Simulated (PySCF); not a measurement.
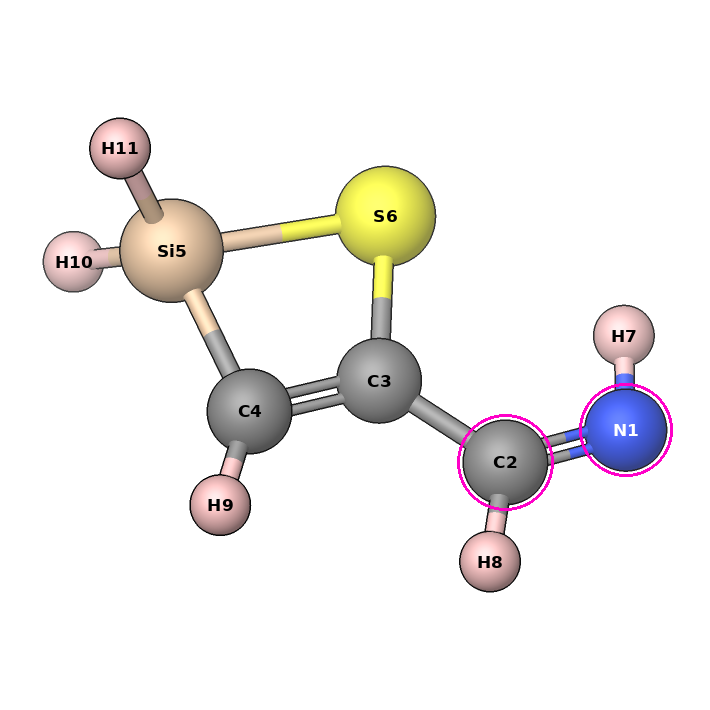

Distant atoms are faded towards the background colour. Circles mark the stereogenic atoms. Computed geometry: PBE0-D3(BJ)/def2-SVP optimisation. No frequency run is at hand to confirm it as a minimum.

What are the Cahn–Ingold–Prelog descriptors?

Answer. N1=C2: Z.

Give a SMILES with the stereochemistry.

Answer. [H]/N=C\C1=C[SiH2]S1
